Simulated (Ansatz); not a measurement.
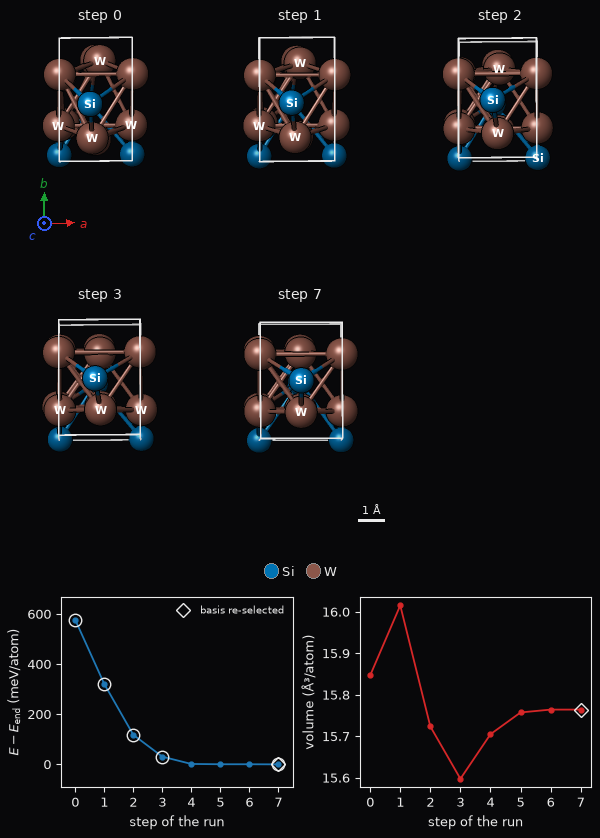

Frames of a relaxation of solid SiW4 (a generated structure, set up in P1) (coarse preliminary run), marked on the history of the run. A ball-and-stick model of the cell of the calculation, seen along the c axis.

Theory: Ansatz 0.2.0, DFT PBE, scalar-relativistic, plane waves, PAW.

Input
```yaml
crystal:
  lattice:
    - [1.3973792775, -2.448697215, 0.0160482328]
    - [-4.115478156, -2.4044377301, -0.0476938301]
    - [-0.132441795, 0.000540864, -11.7946504143]
  atoms:
    - { symbol: Si, position: [0.4233365928, 0.4632738282, 0.0027706123] }
    - { symbol: Si, position: [1.0008199214, 1.0525497889, 1.0103068046] }
    - { symbol: W, position: [0.504012637, 0.8164288221, 0.1982563959] }
    - { symbol: W, position: [0.0586332461, 0.3050793918, 0.1804939324] }
    - { symbol: W, position: [0.556258463, 0.8128858174, 0.587562377] }
    - { symbol: W, position: [-0.0101814082, 0.2898280896, 0.586643744] }
    - { symbol: W, position: [0.0062605978, 0.7041798945, 0.7989660471] }
    - { symbol: W, position: [0.4536261904, 0.1860798604, 0.8244340492] }
    - { symbol: W, position: [0.0161126719, 0.6946906038, 0.3973071539] }
    - { symbol: W, position: [0.4911210879, 0.1750039034, 0.4132588836] }
basis:
  ecutwfc: 420
kpoints:
  mp_grid: { grid: [8, 4, 2] }
hamiltonian:
  xc: pbe
scf:
  occupations: { method: gaussian, width: 0.2 }
  lower_state_search: "off"
output:
  forces: true
  stress: true
  eigenvalues: true
relax:
  adjacent_minimum: "off"
  f_tol: 0.025
  max_steps: 60
  cell: { stress_tol: 0.25 }
```

Command:
```bash
ansatz run input.yaml --threads 1 --pin off --max-ram 2560MiB --backend cpu --events-out ev --progress --plain --runs-dir out
```

Q: Describe the path.

A: Over 6 accepted moves (7 points after the start) the energy falls by 577 meV per atom. The largest force component goes from 4 to 0.013 eV/Å. The pressure goes from 9.73 to 0.08 GPa. At 1 point the geometry stayed and the basis and grid were re-selected for the new cell (energy shift of 0.4 meV per atom at most each time). W10 moves most relative to the cell: 0.40 Å roughly along [0 3 −1]. Largest moves by element: W 0.40 Å, Si 0.30 Å. The volume changes by −0.5 %, with a 2.819 → 3.167 Å (+12.3 %), b 4.767 → 4.485 Å (−5.9 %), c 11.795 → 11.106 Å (−5.8 %), α 88.9° → 88.1°, β 90.6° → 90.0°, γ 89.4° → 90.0°. Some distances before and after: W5–W8 4.065 → 3.170 Å, W3–W10 3.934 → 3.170 Å, W4–W9 3.839 → 3.170 Å, W5–W10 3.709 → 3.170 Å. The space group (tolerance 0.01 Å) goes from P1 (No. 1) to C2/m (No. 12). The run took 6.2 min on 1 thread of Arm Neoverse V1, on a shared host, peak memory 0.56 GiB. From step 0 to 1: W atoms move most (0.19 Å), volume +1.1 %, energy −256 meV per atom. From step 1 to 2: W5 moves most (0.19 Å), volume −1.8 %, energy −203 meV per atom. From step 2 to 3: W9 moves most (0.19 Å), volume −0.8 %, energy −87.1 meV per atom. From step 3 to 7: Si1 moves most (0.17 Å), volume +1.1 %, energy −30.7 meV per atom.
